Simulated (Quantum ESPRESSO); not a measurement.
Consider PIr2 (Fm-3m).

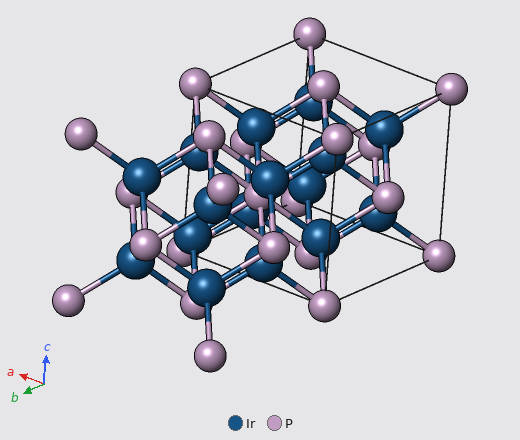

The structure (iridium blue, phosphorus pink). 1×2×1 conventional cells are drawn. Some periodic images of atoms are drawn too.

```xyz
3
Lattice="0.0000 2.7675 2.7675 2.7675 0.0000 2.7675 2.7675 2.7675 0.0000" Properties=species:S:1:pos:R:3 pbc="T T T"
Ir    4.1513    4.1513    4.1513
Ir    1.3838    1.3838    1.3838
P     0.0000    0.0000    0.0000
```

Absorber: atom 3, with 8 Ir at 2.40 Å (cubic, site symmetry m-3m). Method: Quantum ESPRESSO XSpectra, PBEsol, excited-electron core hole (neutral cell), 12-atom cell with 5.5 Å between holes, 6×6×6 k points, dipole transitions, Lorentzian half width 0.3 eV up to 4 eV, rising linearly to 2.5 eV at 25 eV, without spin-orbit coupling.

The database entry behind the starting cell differs from later determinations by our own check (0.1 to 0.3 % short, probably kX units), so it need not match the best structure at ambient conditions.

Q: What does the P K edge look like?

Main maxima up to 24 eV above the zero (height): 1.5 eV (2.41), 2.7 eV (1.83), 6.3 eV (1.47) and 10.6 eV (0.79). A K edge sees empty p states on the absorber. The total-energy difference is 2153.78 eV. One term is added: -15.96 eV, since the hole is spin-paired here and a spin-polarised one costs that much less in the free atom (computed apart). The photon energy is then 2137.82 eV. The functional leaves an error in such absolute values: in the free atom PBEsol prices this hole 4.1 eV below PBE (computed apart), and PBE is itself good to a few eV.

The P K spectrum (energy from the energy zero of the input (xe0, at the border of filled and empty states); intensity scaled to a mean of 1 over the first 20 eV; the points at xe0, where the cut of filled states can leave a spike, are interpolated):

| E (eV) | intensity |
| --- | --- |
| -2.0 | 0.06 |
| -0.5 | 0.16 |
| 1.0 | 1.38 |
| 2.5 | 1.79 |
| 4.0 | 1.07 |
| 5.5 | 1.28 |
| 7.0 | 1.38 |
| 8.5 | 1.04 |
| 10.0 | 0.75 |
| 11.5 | 0.73 |
| 13.0 | 0.73 |
| 14.5 | 0.71 |
| 16.0 | 0.72 |
| 17.5 | 0.66 |
| 19.0 | 0.60 |
| 20.5 | 0.57 |
| 22.0 | 0.53 |
| 23.5 | 0.55 |
| 25.0 | 0.60 |
| 26.5 | 0.67 |
| 28.0 | 0.74 |
| 29.5 | 0.81 |
| 31.0 | 0.83 |

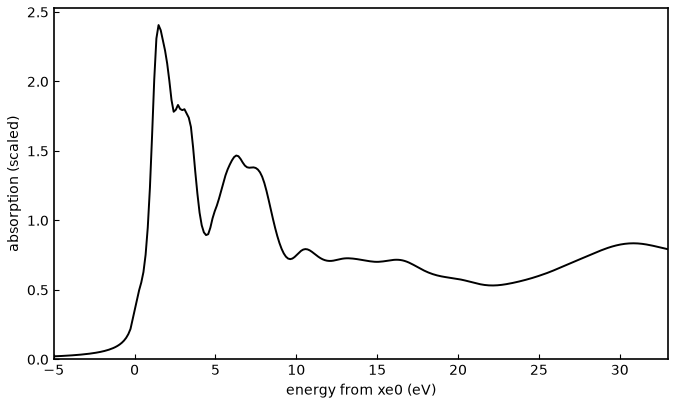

The P K edge.

The holes are only 5.5 Å apart, so the shape is probably not converged with cell size; no larger cell was run here. The structure is a published determination, not relaxed.

[Banner, clock and machine lines of the logs are left out without a mark of their own.]

[Logs are printed without paths, hosts, clocks, repeated set-up lines and the standing remarks that a program may print on its own settings, such as how far it seeks lower states.]

[Hosts, paths, dates, database ids (printed as entryN), source tags and the programs' standing remarks are cut or masked in the printed files.]

[Lists of maxima count a maximum above −3 eV only where it reaches 4 % of the highest in the window and stands out from its surroundings by 2 % of it (1.5 % where it reaches 55 %); shoulders and weaker maxima are passed over, and of the rest the first, up to two pre-edge ones and the few strongest are named.]
